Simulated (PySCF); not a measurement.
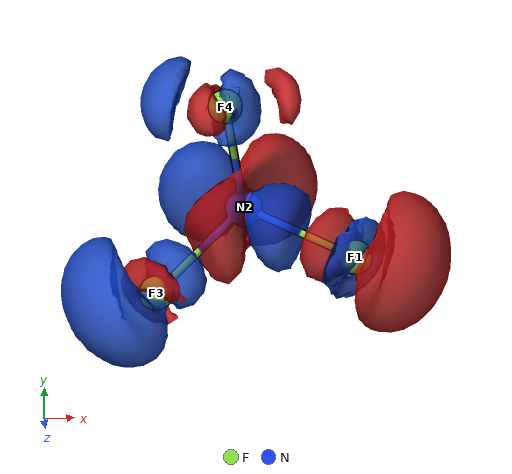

*F₃N, SMILES `FN(F)F`. Change of the electron density in a uniform field of 0.21 V/Å, surfaces at ±0.002 e/Å³ (blue: gain, red: loss).*

Method: B3LYP/def2-SVPD; geometry: GFN2-xTB; program: PySCF. No frequency check shows the geometry to be a minimum.

**Along which Cartesian direction does the field point?**

Along +x: electrons gather on the −x side, against the field.

**What dipole is induced, and what polarisability does it imply?**

The induced dipole is 0.20 D (along the field); α along this axis, from the fields in both directions, is 20 bohr³ (3.0 Å³).

**Which atoms gain and lose the most charge?**

Electrons gather most on F3 (Hirshfeld charge changes by −0.009 e) and leave F1 most (+0.011 e); 0.024 electrons are displaced in all.
